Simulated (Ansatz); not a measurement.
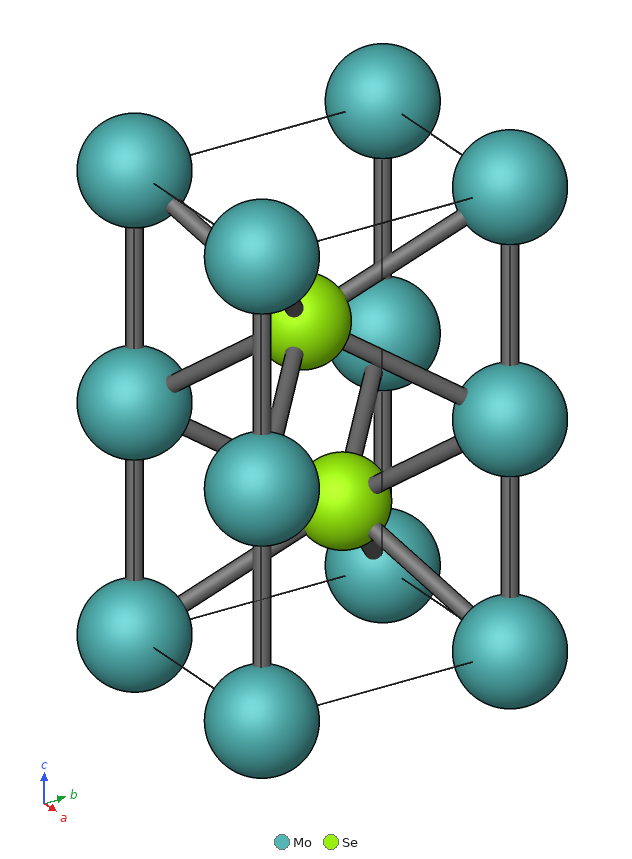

View slightly off an axis, drawn as a ball-and-stick model. The lines enclose the conventional unit cell; boundary atoms appear with their images.

MoSe, nickel arsenide (NiAs) type, space group P6_3/mmc (No. 194), a = 4.073 Å, b = 4.073 Å, c = 5.099 Å, α = 90.00°, β = 90.00°, γ = 120.00°. Its origin is a structure type filled with these elements by a generator (whether the compound takes this form wasn't checked). Earlier steps of the study, as a rule a relaxation of our own, may have changed the cell and positions, so they can lie some per cent off the listed ones. It was the input of a calculation with Ansatz.

This one geometry was computed with Ansatz (DFT, plane waves, PAW) at four levels of theory: PBEsol, r2SCAN, LDA and PBE with spin-orbit coupling.

Which level gives the highest pressure at this volume, and what does that say about its equilibrium volume?

Answer. Highest: PBE with spin-orbit coupling (0.1 GPa), which points to the largest equilibrium volume. Lowest, with the smallest volume: LDA (-8.7 GPa). Levels within 0.5 GPa of each other can't be told apart.

How does the band gap change with the level of theory?

Answer. All levels give a metal.

Collect the results in a table.

Answer.
| level | cutoff (eV) | k-mesh of the run's cell | gap (eV) | pressure (GPa) | absolute moment (μB/atom) |
| --- | --- | --- | --- | --- | --- |
| PBEsol | 420 | 10×10×6 | metal | -5.8 | 0.00 |
| r2SCAN | 500 | 10×10×6 | metal | -1.3 | 0.06 |
| LDA | 420 | 10×10×6 | metal | -8.7 | 0.00 |
| PBE with spin-orbit coupling | 420 | 10×10×6 | metal | 0.1 | 0.00 |

Gaps are taken on the k-mesh or band path of each run.
